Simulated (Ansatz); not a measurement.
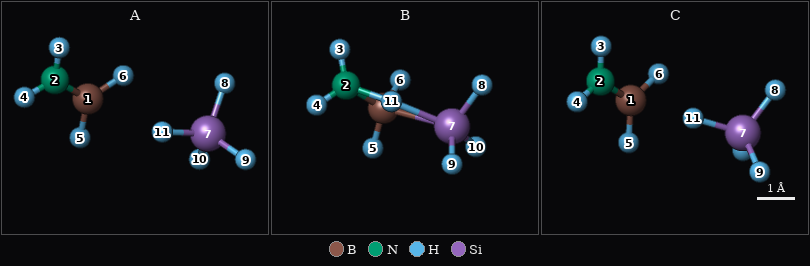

3 geometries from a converged minimum-energy path of BSiNH8, made up at the start of BNH4 and SiH$_{4}$, shuffled. A ball-and-stick model, seen from a free direction.

The calculation used Ansatz 0.2.0, RKS r2SCANh/6-31G*. Run with 9 movable images; climbing image; force threshold 0.05 eV/Å; iteration limit 41; starting path through a guess of the saddle point.

> Which of them lies highest in energy?

B. In order along the path, whose images run from 0 to 10: A (image 0, 0.0 kJ/mol), C (image 2, +3.5 kJ/mol), B (image 5, +191.2 kJ/mol). Breaking: Si7–H11 (1.48 → 1.83 at the top → 3.14 Å). Forming: B1–Si7 (3.75 → 2.22 at the top → 2.02 Å), N2–H11 (3.56 → 1.37 at the top → 1.02 Å).

Limits of the set-up: the start holds two separate molecules, 3.2 Å apart at their closest, whose relative position is a soft coordinate and is computed without a dispersion correction.

The run took 14 min on 1 thread of Arm Neoverse V2 (shared host), peak memory 0.15 GiB.
